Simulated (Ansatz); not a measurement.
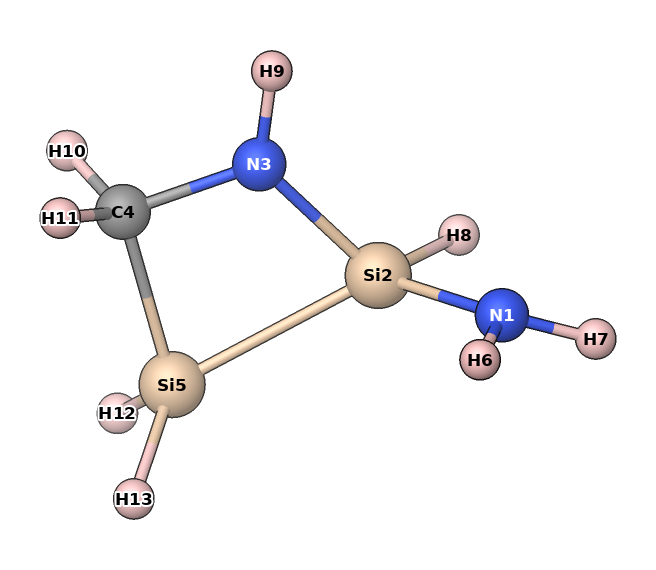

Atoms fade into the background with distance from the viewer. The geometry was computed by an optimisation with PBE-D4/def2-SVP. No frequency run is at hand to confirm it as a minimum.

**Which atoms or bonds are stereogenic?**

Centres: Si2.

**What are the Cahn–Ingold–Prelog descriptors?**

Si2: R (priorities Si5 > N3 > N1 > H8).

**Write the isomeric SMILES.**

N[Si@@H]1NC[SiH2]1
